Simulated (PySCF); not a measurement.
**CuNCl: structure of the quartet**

The task is one start of a wider search on CuNCl: the quartet, from a bent start. It is relaxed, tested by its Hessian and followed downhill if it is a saddle.

Method: PBE0, basis Cu def2-TZVP, N def2-TZVP, Cl def2-TZVP, no relativity, density fitting; program: PySCF 2.14.0.

### 1 Starting geometry

3 atoms, charge 0, spin multiplicity 4.

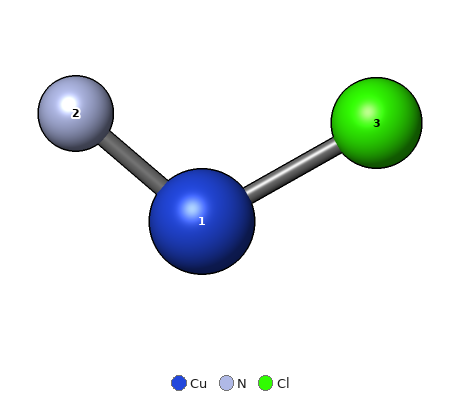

The starting geometry (copper blue, nitrogen light blue, chlorine green); atoms are numbered from 1 in the order of the file.

Coordinates in bohr (charge 0 multiplicity 4):
```
Cu    0.0000    0.0000    0.0000
N    -2.7089    0.0000    1.8969
Cl    3.2662    0.0000    2.2869
```

### 2 First SCF at the start

The steps below are one call of a driver around PySCF. For each, scf.py gives the equivalent set-up of the SCF; relaxations use the driver's own optimiser. After this first run the driver tries any further starts and a stability analysis.

Input file scf.py:

```python
from pyscf import gto, scf, dft
mol = gto.M(atom='''
Cu     0.000000     0.000000     0.000000
N     -1.433500     0.000000     1.003800
Cl     1.728400     0.000000     1.210200''',
    basis={'Cu': 'def2-TZVP', 'N': 'def2-TZVP', 'Cl': 'def2-TZVP'},
    charge=0, spin=3)
mf = dft.UKS(mol, xc='PBE0')
mf.grids.atom_grid = (50, 194)
aux = {'Cu': 'def2-universal-JKFIT', 'N': 'def2-universal-JKFIT', 'Cl': 'def2-universal-JKFIT'}
mf = mf.density_fit(auxbasis=aux)
mf.conv_tol = 1e-08
mf.diis_space = 10
mf.max_cycle = 60
mf.init_guess = 'minao'
mf.verbose = 4
mf.kernel()
```

Run with:

```sh
$ OMP_NUM_THREADS=4 python axn.py task.json out
```

Further steps of the session: Relaxation: bent start, quartet; Hessian and properties.

What does the calculation give? Wanted: minimum; geometry; wavenumbers; dipole moment; highest occupied, lowest empty level; polar-tensor charge of Cu1; zero-point energy; atomisation energy; ⟨S²⟩.

**Answer**, as computed:

| quantity | value |
| --- | --- |
| minimum | quartet, C∞v |
| geometry | Cu–Cl 2.098 Å, Cu–N 1.755 Å; Cl–Cu–N 180.0° |
| wavenumbers (cm⁻¹) | 61 (π), 386 (σ+), 601 (σ+) |
| dipole moment | 3.54 D |
| highest occupied, lowest empty level (either spin) | -8.12, -5.31 eV |
| polar-tensor charge of Cu1 | +0.45 e |
| zero-point energy | 6.6 kJ/mol |
| entropy at 298.15 K | 294.6 J/(mol K) |
| atomisation energy (no zero-point energy) | 458 kJ/mol |
| ⟨S²⟩ | 3.761 |

**Reading.** From Cs at the start the molecule goes to a C∞v minimum. The strongest infrared band lies at 386 cm⁻¹ (σ+, stretch). Most of the spin sits on N2 (Mulliken spin 2.50, against 3 for the whole molecule). Only this shape and spin were tried, so other structures or states may lie lower. One determinant may miss the lowest occupation of an open d or f shell.
